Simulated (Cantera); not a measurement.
Feed: 1 mol CCl4, 0.25 mol H2, at 0.000110 bar.

Cantera equilibrium calculation (NASA polynomials, part measured and part estimated; ideal gas, pure solids and liquids). Candidate condensed phases: C, C6H6, C7H8, C8H18; 91 gas species. Rates play no part.

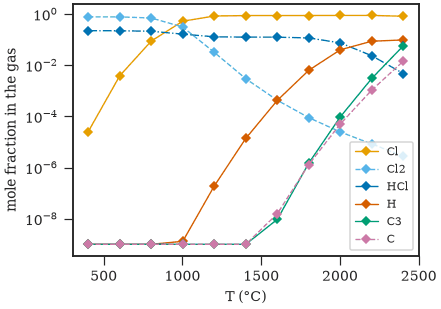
Figure: Equilibrium gas composition (values under 1e-9 drawn at 1e-9)

From 402 °C to 2402 °C the condensed part is C(graphite). The main C-bearing gas is CCl4 at 402 °C and C3 at 2402 °C.
